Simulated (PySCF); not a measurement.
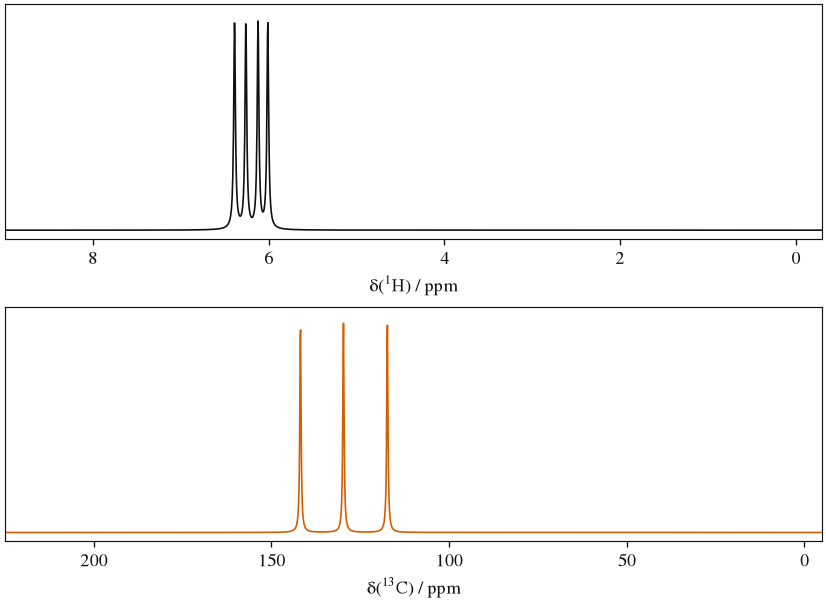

GIAO shifts, PBE0/pcSseg-1 (IEF-PCM acetone) with PySCF 2.14.0, at a PBE0-D3(BJ)/def2-SVP geometry (no frequency check), against TMS for ¹H and TMS for ¹³C computed at the same level. fully decoupled, line heights follow the number of nuclei, widths are arbitrary (no quadrupolar broadening); values of one conformer, averaged over nuclei that symmetry or rotation about single bonds exchange, these motions taken as fast; other conformers aren't averaged in.

Question: Which structure fits the spectrum?
A. C₇H₁₂O₂Si, SMILES C[Si](C)(C)Oc1ccco1
B. C₄H₆F₃P, SMILES CC/C=P\C(F)(F)F
C. C₃H₄F₂, SMILES C=CC(F)F

Answer: Option C. Its ¹H signals: 6.39 (1 H), 6.26 (1 H), 6.12 (1 H), 6.01 (1 H) ppm. Its ¹³C signals: 141.8 (1 C), 129.7 (1 C), 117.4 (1 C) ppm.
